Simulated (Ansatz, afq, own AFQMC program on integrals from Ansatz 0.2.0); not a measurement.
**CH3AlN (doublet): AFQMC on the coupled-cluster ladder at distance Al1–H4 along a hydrogen transfer = 1.791 Å, cc-pVDZ**

How near does AFQMC come to the top of the ladder for CH3AlN (doublet)?

Program: Ansatz 0.2.0, Gaussian basis, and an in-house AFQMC program (afq) on its integrals; all values are calculated. Level of theory: cc-pVDZ, frozen cores. These are calculated values, not measurements.

Plan: PBE (unrestricted); r2SCAN (unrestricted); CCSD(T) on UHF; PBE0 (unrestricted); B3LYP (unrestricted); wB97M-V (unrestricted); B2PLYP (unrestricted); CCSDT(Q) on UHF; Phaseless AFQMC, CISD trial on UHF.

## (1) What is computed

The geometry derives from fragments relaxed apart (PBE0/def2-TZVP) and kept rigid, so it is no stationary point. A hydrogen atom is moved between rigid fragments.

6 atoms, charge 0, spin multiplicity 2.

Atoms are counted from 1 here; the program's logs count them from 0.

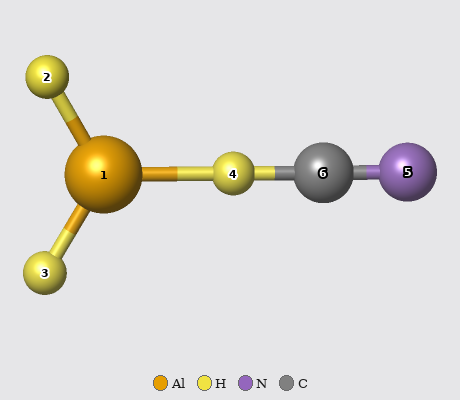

The structure; aluminium amber, hydrogen yellow, nitrogen purple, carbon grey; atoms are numbered from 1 in the order of the file.

## (2) PBE (unrestricted)

File in.yaml:

```yaml
crystal:
  periodic: [false, false, false]
  atoms:
    - {symbol: Al, position_ang: [-1.702746, 0.000000, 0.000000]}
    - {symbol: H, position_ang: [-2.495670, 1.373384, 0.000000]}
    - {symbol: H, position_ang: [-2.495670, -1.373384, 0.000000]}
    - {symbol: H, position_ang: [0.088254, 0.000000, 0.000000]}
    - {symbol: N, position_ang: [2.491338, 0.000000, 0.000000]}
    - {symbol: C, position_ang: [1.331254, 0.000000, 0.000000]}
basis:
  gaussian: {orbitals: cc-pVDZ}
magnetization: {spin_polarized: true, initial_magnetization: 1}
hamiltonian: {xc: {name: PBE}}
output: {orbitals: {seedname: orbitals}}
```

Started as:

```console
$ ansatz run in.yaml --threads 1 --pin off --events-out ev --progress --plain --max-ram 5632MiB --backend cpu
```

What it wrote:

```text
Functional definition: PBE
  name "PBE"
  cite "Perdew, Burke & Ernzerhof, Phys. Rev. Lett. 77, 3865 (1996) doi:10.1103/PhysRevLett.77.3865"
  parent pbe
  parameter kappa = 0.804
  parameter beta = 0.06672455060314922
  exchange = pbe_x(kappa = kappa, mu = beta*pi^2/3)
  correlation = pbe_c(beta = beta)
805 factors; their error is unknown
mean field evaluation 1: about -9157.4156 eV, gradient 2.9e1 eV
mean field evaluation 2: about -9082.8872 eV, gradient 9.8e1 eV
mean field evaluation 4: about -9161.3597 eV, gradient 1.2e1 eV
mean field evaluation 8: about -9162.0396 eV, gradient 1.5e-1 eV
mean field evaluation 16: about -9162.0066 eV, gradient 2.8e-5 eV
mean field -9162.00656929 eV, -336.6975311904 hartree, gradient 2.8e-5 eV, S^2 0.752819; 3 other end points of the search recorded, 0 dependent functions left out
reference -9162.00660717 eV, -336.6975325825 hartree; 15, 14 occupied and 46, 47 virtual orbitals, 805 factors
Total energy: -9162.00660717 eV, -336.6975325825 hartree
```

Run time: 2.4 s. Hardware: 1 thread of AMD EPYC 7R13 (Zen 3), shared host; peak memory 1.6 GiB.

From the report: ⟨S²⟩ of the determinant 0.753 (pure doublet: 0.75).

## (3) r2SCAN (unrestricted)

Changes to in.yaml since step 2:

```diff
@@ -12,3 +12,2 @@
 magnetization: {spin_polarized: true, initial_magnetization: 1}
-hamiltonian: {xc: {name: PBE}}
-output: {orbitals: {seedname: orbitals}}
+hamiltonian: {xc: {name: r2SCAN}}
```

Launched as before.

What it wrote:

```text
Functional definition: r2SCAN
  name "r2SCAN"
  cite "Furness, Kaplan, Ning, Perdew & Sun, J. Phys. Chem. Lett. 11, 8208 (2020) doi:10.1021/acs.jpclett.0c02405"
  cite "Furness, Kaplan, Ning, Perdew & Sun, J. Phys. Chem. Lett. 11, 9248 (2020) doi:10.1021/acs.jpclett.0c03077"
  parent r2scan
  parameter k0 = 0.174
  parameter k1 = 0.065
  parameter a1 = 4.9479
  exchange = r2scan_x(k0 = k0, k1 = k1, a1 = a1)
  correlation = r2scan_c
805 factors; their error is unknown
mean field evaluation 1: about -9162.9108 eV, gradient 2.7e1 eV
mean field evaluation 2: about -9109.8450 eV, gradient 9.0e1 eV
mean field evaluation 4: about -9166.3040 eV, gradient 9.4e0 eV
mean field evaluation 8: about -9166.7189 eV, gradient 1.2e-1 eV
mean field evaluation 16: about -9166.6856 eV, gradient 7.5e-4 eV
mean field -9166.68557359 eV, -336.8694814269 hartree, gradient 7.0e-5 eV, S^2 0.757263; 0 other end points of the search recorded, 0 dependent functions left out
reference -9166.68558766 eV, -336.8694819437 hartree; 15, 14 occupied and 46, 47 virtual orbitals, 805 factors
Total energy: -9166.68558766 eV, -336.8694819437 hartree
```

Run time: 2.6 s. Hardware: 1 thread of AMD EPYC 7R13 (Zen 3), shared host; peak memory 1.6 GiB.

From the report: ⟨S²⟩ of the determinant 0.757 (pure doublet: 0.75).

## (4) CCSD(T) on UHF

Changes to in.yaml since step 3:

```diff
@@ -12,2 +12,2 @@
 magnetization: {spin_polarized: true, initial_magnetization: 1}
-hamiltonian: {xc: {name: r2SCAN}}
+correlation: {method: ccsd_t, electrons: outside_noble_gas, hamiltonian_folder: ham}
```

Started as:

```console
$ ansatz run in.yaml --threads 1 --pin off --events-out ev --progress --plain --max-ram 16896MiB --backend cuda --devices 0, --max-vram 18GiB
```

What it wrote (excerpt; [...] marks lines left out):

```text
Functional definition: HF
  name "HF"
  cite "Fock, Z. Phys. 61, 126 (1930) doi:10.1007/BF01340294"
  parent pbe
[...]
581 factors; integrals over basis functions are off by at most 1.0e-3 eV
[...]
mean field -9139.21888750 eV, -335.8600993308 hartree, gradient 2.0e-6 eV, S^2 0.903555; 4 other end points of the search recorded, 0 dependent functions left out
determinant -9139.21888750 eV, -335.8600993308 hartree, with singles and doubles -9149.49136013 eV, -336.2376057369 hartree
determinant -9137.08034444 eV, -335.7815093226 hartree, with singles and doubles -9147.75844951 eV, -336.1739224461 hartree
7 core orbitals not correlated: weight in the atoms' cores, before any rotation towards them, 1.000 or more for the frozen orbitals, at most 0.000 for the correlated occupied ones
reference -9139.21888750 eV, -335.8600993308 hartree; 8, 7 occupied and 46, 47 virtual orbitals, 581 factors
second order -9.19585828 eV of doubles, -0.00000000 eV of singles
cycle   1  -10.27176931 eV  change    7.0e-4 eV  update   1.9e-3
[...]
cycle   8  -10.27251591 eV  change   -4.3e-7 eV  update   4.5e-6
perturbative correction -0.38768902 eV, -0.0142473088 hartree
Total energy: -9149.87909243 eV, -336.2518546361 hartree
```

Wall time 6 s (1 × NVIDIA H100 80GB HBM3 with 1 thread of AMD EPYC 7R13 (Zen 3), shared host); peak host memory 1.6 GiB.

From the report: ⟨S²⟩ of the determinant 0.904 (pure doublet: 0.75); correlation -10.6602 eV; T1 0.037; largest double amplitude 0.09.

This run also writes the integrals to the folder ham.

## (5) PBE0 (unrestricted)

Changes to in.yaml since step 4:

```diff
@@ -12,2 +12,3 @@
 magnetization: {spin_polarized: true, initial_magnetization: 1}
-correlation: {method: ccsd_t, electrons: outside_noble_gas, hamiltonian_folder: ham}
+hamiltonian: {xc: {name: PBE0}}
+output: {orbitals: {seedname: orbitals}}
```

Started as:

```console
$ ansatz run in.yaml --threads 1 --pin off --events-out ev --progress --plain --max-ram 5632MiB --backend cpu
```

What it wrote:

```text
Functional definition: PBE0
  name "PBE0"
  cite "Adamo & Barone, J. Chem. Phys. 110, 6158 (1999) doi:10.1063/1.478522"
  cite "Perdew, Burke & Ernzerhof, Phys. Rev. Lett. 77, 3865 (1996) doi:10.1103/PhysRevLett.77.3865"
  parent pbe
  parameter a = 0.25
  parameter kappa = 0.804
  parameter beta = 0.06672455060314922
  exchange = (1 - a)*pbe_x(kappa = kappa, mu = beta*pi^2/3) + a*exact_x
  correlation = pbe_c(beta = beta)
581 factors; integrals over basis functions are off by at most 1.0e-3 eV
mean field evaluation 1: about -9159.3773 eV, gradient 2.5e1 eV
mean field evaluation 2: about -9150.1854 eV, gradient 5.0e1 eV
mean field evaluation 4: about -9162.5144 eV, gradient 2.3e0 eV
mean field evaluation 8: about -9162.6673 eV, gradient 1.7e-1 eV
mean field evaluation 16: about -9162.6681 eV, gradient 5.2e-4 eV
mean field -9162.66807008 eV, -336.7218408959 hartree, gradient 2.6e-5 eV, S^2 0.755907; 0 other end points of the search recorded, 0 dependent functions left out
reference -9162.66809850 eV, -336.7218419404 hartree; 15, 14 occupied and 46, 47 virtual orbitals, 581 factors
Total energy: -9162.66809850 eV, -336.7218419404 hartree
```

Run time: 1.7 s. Hardware: 1 thread of AMD EPYC 7R13 (Zen 3), shared host; peak memory 1.6 GiB.

From the report: ⟨S²⟩ of the determinant 0.756 (pure doublet: 0.75).

## (6) B3LYP (unrestricted)

Changes to in.yaml since step 5:

```diff
@@ -12,3 +12,2 @@
 magnetization: {spin_polarized: true, initial_magnetization: 1}
-hamiltonian: {xc: {name: PBE0}}
-output: {orbitals: {seedname: orbitals}}
+hamiltonian: {xc: {name: B3LYP}}
```

The command is unchanged.

What it wrote (excerpt; [...] marks lines left out):

```text
Functional definition: B3LYP
  name "B3LYP"
  cite "Stephens, Devlin, Chabalowski & Frisch, J. Phys. Chem. 98, 11623 (1994) doi:10.1021/j100096a001"
  cite "Becke, Phys. Rev. A 38, 3098 (1988) doi:10.1103/PhysRevA.38.3098"
  cite "Lee, Yang & Parr, Phys. Rev. B 37, 785 (1988) doi:10.1103/PhysRevB.37.785"
  cite "Vosko, Wilk & Nusair, Can. J. Phys. 58, 1200 (1980) doi:10.1139/p80-159"
[...]
581 factors; integrals over basis functions are off by at most 1.0e-3 eV
[...]
mean field -9169.66581690 eV, -336.9790033484 hartree, gradient 2.8e-5 eV, S^2 0.754691; 0 other end points of the search recorded, 0 dependent functions left out
reference -9169.66605053 eV, -336.9790119341 hartree; 15, 14 occupied and 46, 47 virtual orbitals, 581 factors
Total energy: -9169.66605053 eV, -336.9790119341 hartree
```

Wall time 1.6 s (1 thread of AMD EPYC 7R13 (Zen 3), shared host); peak memory 1.6 GiB.

From the report: ⟨S²⟩ of the determinant 0.755 (pure doublet: 0.75).

## (7) wB97M-V (unrestricted)

Changes to in.yaml since step 6:

```diff
@@ -12,2 +12,3 @@
 magnetization: {spin_polarized: true, initial_magnetization: 1}
-hamiltonian: {xc: {name: B3LYP}}
+hamiltonian: {xc: {name: wB97M-V}}
+output: {orbitals: {seedname: orbitals}}
```

Launched as before.

What it wrote (excerpt; [...] marks lines left out):

```text
Functional definition: wB97M-V
  name "wB97M-V"
  cite "Mardirossian & Head-Gordon, J. Chem. Phys. 144, 214110 (2016) doi:10.1063/1.4952647"
  cite "Becke, J. Chem. Phys. 107, 8554 (1997) doi:10.1063/1.475007"
  cite "Vydrov & Van Voorhis, J. Chem. Phys. 133, 244103 (2010) doi:10.1063/1.3521275"
  # Of w^i u^j: cxij and so on, Table III.
[...]
  gx(w, u) = 1 - cx + cx01*u + cx10*w
  gss(w, u) = css00 + css04*u^4 + css10*w + css20*w^2 + css43*w^4*u^3
  gos(w, u) = cos00 + cos10*w + (cos20 + cos21*u)*w^2 + (cos60 + cos61*u)*w^6
[...]
      + integral(e_c_pw_mod_opposite_spin*gos(b97_w_opposite, b97_u_opposite)) + vv10(b, c)
581 factors; integrals over basis functions are off by at most 1.0e-3 eV
195 factors; integrals over basis functions are off by at most 1.4e-5 eV
[...]
mean field -9167.32042694 eV, -336.8928118571 hartree, gradient 3.5e-5 eV, S^2 0.753851; 0 other end points of the search recorded, 0 dependent functions left out
reference -9167.32047213 eV, -336.8928135178 hartree; 15, 14 occupied and 46, 47 virtual orbitals, 581 factors
Total energy: -9167.32047213 eV, -336.8928135178 hartree
```

Wall time 6 s (1 thread of AMD EPYC 7R13 (Zen 3), shared host); peak memory 1.6 GiB.

From the report: ⟨S²⟩ of the determinant 0.754 (pure doublet: 0.75).

## (8) B2PLYP (unrestricted)

Changes to in.yaml since step 7:

```diff
@@ -12,3 +12,3 @@
 magnetization: {spin_polarized: true, initial_magnetization: 1}
-hamiltonian: {xc: {name: wB97M-V}}
-output: {orbitals: {seedname: orbitals}}
+hamiltonian: {xc: {name: B2PLYP}}
+correlation: {electrons: outside_noble_gas}
```

Launched as before.

What it wrote (excerpt; [...] marks lines left out):

```text
Functional definition: B2PLYP
  name "B2PLYP"
  cite "Grimme, J. Chem. Phys. 124, 034108 (2006) doi:10.1063/1.2148954"
  cite "Becke, Phys. Rev. A 38, 3098 (1988) doi:10.1103/PhysRevA.38.3098"
  cite "Lee, Yang & Parr, Phys. Rev. B 37, 785 (1988) doi:10.1103/PhysRevB.37.785"
[...]
581 factors; integrals over basis functions are off by at most 1.0e-3 eV
[...]
mean field -9159.85329630 eV, -336.6183998673 hartree, gradient 4.7e-6 eV, S^2 0.764762; 0 other end points of the search recorded, 0 dependent functions left out
7 core orbitals not correlated: weight in the atoms' cores, before any rotation towards them, 1.000 or more for the frozen orbitals, at most 0.000 for the correlated occupied ones
reference -9159.85344453 eV, -336.6184053148 hartree; 8, 7 occupied and 46, 47 virtual orbitals, 581 factors
second order -12.16099371 eV of doubles, -0.00000000 eV of singles
Total energy: -9163.13691283 eV, -336.7390705493 hartree
```

Wall time 1.8 s (1 thread of AMD EPYC 7R13 (Zen 3), shared host); peak memory 1.6 GiB.

From the report: ⟨S²⟩ of the determinant 0.765 (pure doublet: 0.75).

## (9) CCSDT(Q) on UHF

Changes to in.yaml since step 8:

```diff
@@ -12,3 +12,2 @@
 magnetization: {spin_polarized: true, initial_magnetization: 1}
-hamiltonian: {xc: {name: B2PLYP}}
-correlation: {electrons: outside_noble_gas}
+correlation: {method: ccsdt_q, electrons: outside_noble_gas}
```

Started as:

```console
$ ansatz run in.yaml --threads 1 --pin off --events-out ev --progress --plain --max-ram 16896MiB --backend cuda --devices 0, --max-vram 18GiB
```

What it wrote (excerpt; [...] marks lines left out):

```text
Functional definition: HF
  name "HF"
  cite "Fock, Z. Phys. 61, 126 (1930) doi:10.1007/BF01340294"
  parent pbe
[...]
1114 factors; integrals over basis functions are off by at most 2.6e-7 eV
[...]
mean field -9139.21895878 eV, -335.8601019502 hartree, gradient 2.0e-6 eV, S^2 0.903553; 4 other end points of the search recorded, 0 dependent functions left out
determinant -9139.21895878 eV, -335.8601019502 hartree, with singles and doubles -9149.49142401 eV, -336.2376080844 hartree
determinant -9137.08041966 eV, -335.7815120871 hartree, with singles and doubles -9147.75851312 eV, -336.1739247838 hartree
7 core orbitals not correlated: weight in the atoms' cores, before any rotation towards them, 1.000 or more for the frozen orbitals, at most 0.000 for the correlated occupied ones
reference -9139.21895878 eV, -335.8601019502 hartree; 8, 7 occupied and 46, 47 virtual orbitals, 1114 factors
second order -9.19589903 eV of doubles, -0.00000000 eV of singles
cycle   1  -9.55493482 eV  change   -3.6e-1 eV  update   1.2e-1
[...]
cycle  19  -10.69276545 eV  change   -1.1e-6 eV  update   1.0e-6
perturbative correction -0.04445177 eV, -0.0016335726 hartree
Total energy: -9149.95617601 eV, -336.2546874053 hartree
```

It took 14 s on 1 × NVIDIA H100 80GB HBM3 with 1 thread of AMD EPYC 7R13 (Zen 3), shared host; peak host memory 1.6 GiB.

From the report: ⟨S²⟩ of the determinant 0.904 (pure doublet: 0.75); correlation -10.7372 eV; T1 0.039; largest double amplitude 0.10.

## (10) Phaseless AFQMC, CISD trial on UHF

It reads the integrals that the CCSD(T) run on this determinant wrote.

Started as:

```console
$ afq ham --method phaseless --trial cisd --walkers 4000 --populations 20 --least-time 60 --time-step 0.005 --steps-per-block 50 --equilibration-blocks 28 --max-blocks 4000 --target-error 0.00023 --factor-cut 1e-05 --start spin_pure --seed 7746 --release-times 0.24,0.51,0.99,1.5 --release-step 0.03 --release-every 4 --taylor-order 6
```

What it wrote:

```text
orbitals 54  electrons 8 7  factors 414 of 581
reference energy -335.86009933 Eh
CCSD correlation -0.37750802 Eh in 13 cycles, weight of the determinant in the CISD state 0.8100
energy of the start -336.222174 Eh
 block  time / (1/Eh)  mean weight  energy / Eh
     1     0.250  1.0003  -336.223194
     2     0.500  1.0002  -336.232419
     3     0.750  1.0002  -336.238688
     4     1.000  1.0004  -336.242633
     5     1.250  1.0001  -336.245677
     6     1.500  0.9999  -336.247268
     7     1.750  1.0000  -336.247988
     8     2.000  1.0000  -336.250964
     9     2.250  1.0001  -336.251062
    10     2.500  0.9999  -336.250835
    11     2.750  1.0000  -336.252751
    13     3.250  1.0000  -336.251349
    15     3.750  0.9999  -336.253903
    17     4.250  1.0004  -336.251637
    19     4.750  1.0001  -336.254446
    21     5.250  1.0000  -336.249637
    23     5.750  0.9999  -336.251726
    25     6.250  0.9997  -336.252998
    27     6.750  0.9997  -336.253384
    29     7.250  1.0000  -336.253441
    31     7.750  1.0000  -336.256523
    33     8.250  1.0000  -336.253027
    35     8.750  1.0003  -336.253502
    37     9.250  0.9998  -336.253852
    39     9.750  1.0000  -336.255314
    41    10.250  1.0002  -336.252041
    43    10.750  1.0000  -336.252969
    45    11.250  0.9999  -336.254564
    47    11.750  0.9997  -336.254103
    49    12.250  1.0003  -336.252666
    51    12.750  0.9998  -336.254824
    53    13.250  0.9997  -336.255258
    55    13.750  0.9998  -336.254193
    57    14.250  0.9999  -336.252156
    59    14.750  0.9999  -336.251460
    61    15.250  1.0002  -336.252834
    63    15.750  1.0001  -336.251160
    65    16.250  0.9999  -336.254828
    67    16.750  1.0004  -336.254682
    69    17.250  1.0002  -336.254344
    71    17.750  0.9999  -336.255585
    73    18.250  1.0003  -336.255034
    75    18.750  1.0002  -336.253047
    77    19.250  1.0002  -336.256738
    79    19.750  1.0002  -336.254812
    81    20.250  0.9998  -336.253571
    83    20.750  1.0000  -336.253394
    85    21.250  0.9999  -336.254342
    87    21.750  1.0000  -336.253734
    89    22.250  0.9996  -336.252689
    91    22.750  0.9999  -336.255237
    93    23.250  0.9998  -336.254074
    95    23.750  0.9998  -336.256870
    97    24.250  1.0002  -336.254441
    99    24.750  1.0004  -336.252070
   101    25.250  1.0005  -336.252877
   103    25.750  1.0004  -336.253093
   105    26.250  1.0000  -336.256119
   107    26.750  1.0002  -336.254814
   109    27.250  1.0001  -336.253306
   111    27.750  0.9996  -336.253447
   113    28.250  1.0000  -336.255741
   115    28.750  0.9998  -336.254179
   117    29.250  1.0000  -336.255480
error from the spread of 20 populations
released: time / (1/Eh)  energy / Eh  error  mean overlap
  0.24  -336.254292  0.000224  0.9970
  0.51  -336.254434  0.000219  0.9972
  0.99  -336.254882  0.000200  0.9944
  1.50  -336.254202  0.000251  0.9981
energy -336.254079 +/- 0.000229 Eh
```

Run time: 2.5 min. Hardware: 1 × NVIDIA H100 80GB HBM3 with 2 threads of AMD EPYC 7R13 (Zen 3), shared host; peak host memory 1.6 GiB.

Energy -9149.9396 ± 0.0062 eV. Caveats: constraint bias not in the error.

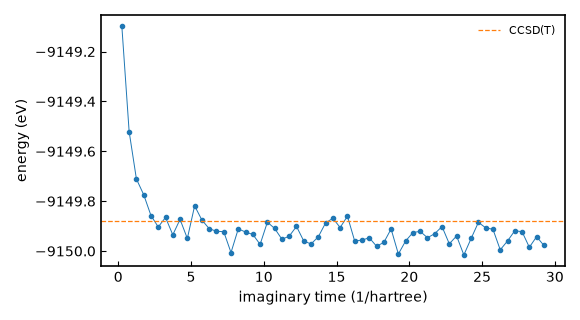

Block energies along the walk.

## (11) AFQMC on the ladder

On the UHF determinant, counted from CCSDT(Q) (a yardstick, not exact):

| level | energy (eV) | from CCSDT(Q) (kcal/mol) | statistical error (kcal/mol) | time |
| --- | --- | --- | --- | --- |
| HF | -9139.2189 | +247.61 |  |  |
| MP2 | -9148.4147 | +35.55 |  |  |
| CCSD | -9149.4914 | +10.72 |  |  |
| CCSD(T) | -9149.8791 | +1.78 |  |  |
| CCSDT(Q) | -9149.9562 | 0.00 |  |  |
| Phaseless AFQMC, CISD trial, step 0.005, 4000 walkers | -9149.9396 | +0.38 | 0.14 | 2.5 min |

The functionals' totals stand on their own zeros and serve differences with other points: PBE -9162.007 eV; r2SCAN -9166.686 eV; PBE0 -9162.668 eV; B3LYP -9169.666 eV; wB97M-V -9167.320 eV; B2PLYP -9163.137 eV.

## (12) Outcome

| quantity | value |
| --- | --- |
| CCSD(T) on UHF from CCSDT(Q) | +1.78 kcal/mol |
| Phaseless AFQMC, CISD trial on UHF from CCSDT(Q) | +0.38 ± 0.14 kcal/mol |

On UHF the phaseless walk with the CISD trial lies +0.38 kcal/mol from CCSDT(Q), within three error bars. Error bars are statistical and leave out the constraint, the time step and what remains of the start.
